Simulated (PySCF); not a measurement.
## Electronic structure of H4P (phosphonium) (charge +1) in real space

```yaml
atoms:
  - { symbol: P, position_ang: [-0.6080, 0.2990, 0.3797] }
  - { symbol: H, position_ang: [-0.9762, -1.0237, 0.5845] }
  - { symbol: H, position_ang: [0.0620, 0.6843, 1.4351] }
  - { symbol: H, position_ang: [-1.6327, 1.1617, 0.1676] }
  - { symbol: H, position_ang: [0.1318, 0.4972, -0.7440] }
```

Geometry: GFN2-xTB, MD frame at 250 fs, 300 K.

All numbers below come from PySCF 2.14.0, PBE0/pcSseg-1, SCF density, gas phase, non-relativistic.

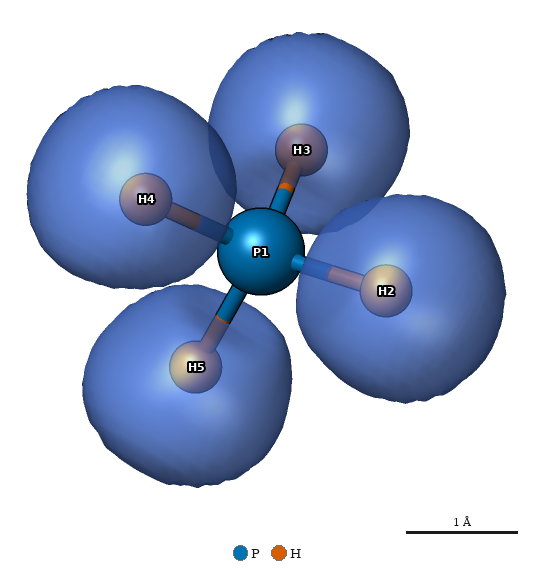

Figure 1. Isosurface of the electron localisation function at 0.9 (blue), seen at an oblique angle. Core shells and regions of very low density are left out.

**Describe the localisation domains.**

The surface consists of four regions around hydrogen nuclei.


P–H (1.31 Å): the ELF climbs to about 1 towards the hydrogen, as it does in any bond to H.

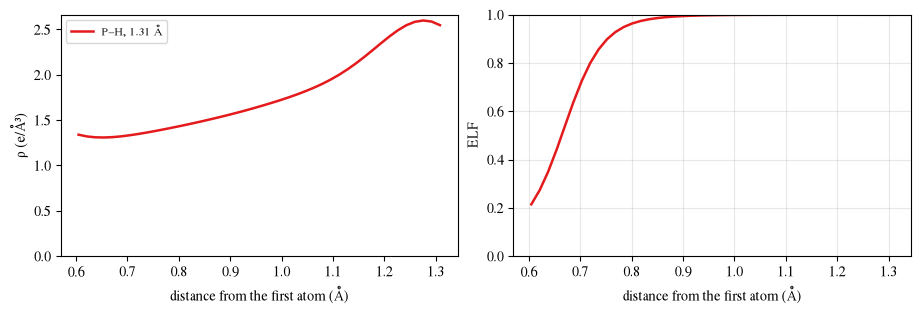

Figure 2. Total electron density and ELF along straight lines between neighbouring atoms. The curves leave out the atomic cores.

**What can be read from the curves?**

P–H (1.31 Å): ρ is about 1.3 e/Å³ halfway; the ELF climbs to about 1 towards the hydrogen.
